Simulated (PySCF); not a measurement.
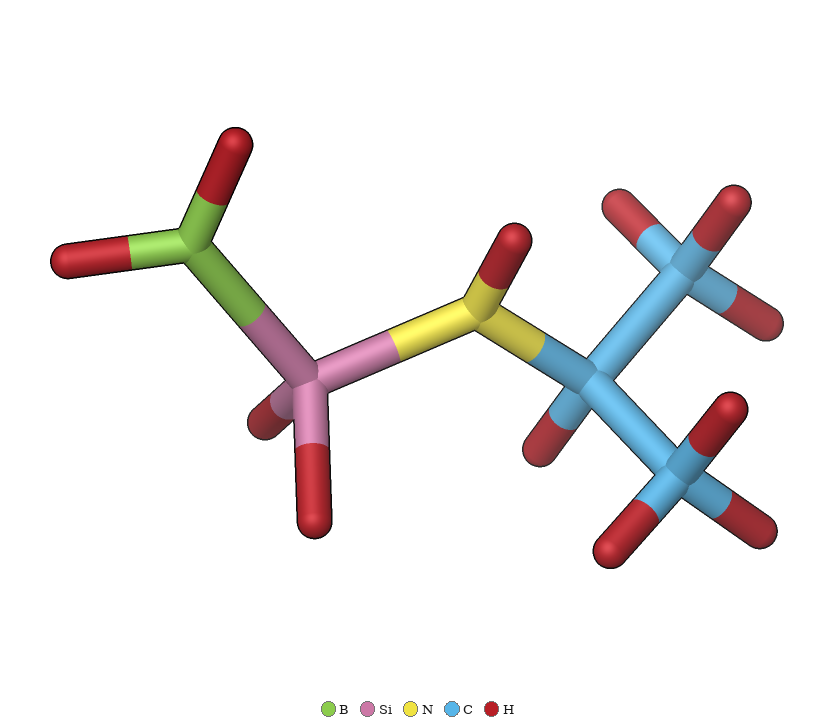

Computed geometry: GFN2-xTB optimisation. No frequency run is at hand to confirm it as a minimum.

Give the structural formula.

SMILES: B[SiH2]NC(C)C

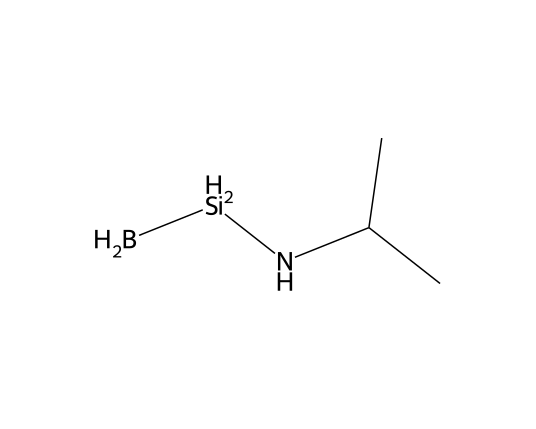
